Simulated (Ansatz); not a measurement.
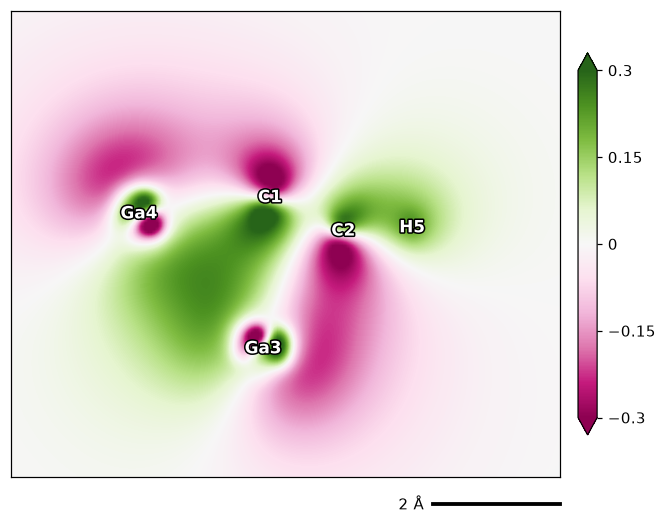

*C$_{2}$HGa$_{2}$ (doublet). The LUMO (β) on the molecular plane (values in Å⁻³ᐟ²; the overall sign is arbitrary).*

Geometry: r2SCAN-D4/def2-SVP.

Computed with isolated molecule in a Gaussian basis; Kohn-Sham density functional theory, functional PBE0 (Ansatz 0.2.0).

```yaml
atoms:
  - { symbol: C, position_ang: [-2.4773, 1.0002, 0.1985] }
  - { symbol: C, position_ang: [-1.6519, 0.7408, 1.1282] }
  - { symbol: Ga, position_ang: [-1.3830, -1.0874, -0.1395] }
  - { symbol: Ga, position_ang: [-3.3731, 0.4237, -1.5833] }
  - { symbol: H, position_ang: [-1.1399, 0.9722, 2.0583] }
```

Where does this orbital lie, and at what energy?

Answer. Its weight (Hirshfeld) is mainly on Ga4 (about 35 %), Ga3 (about 35 %), C1 (about 15 %) and C2 (about 10 %); it is symmetric in the molecular plane (an in-plane orbital: σ, lone-pair or in-plane π type). Its energy is −2.82 eV.
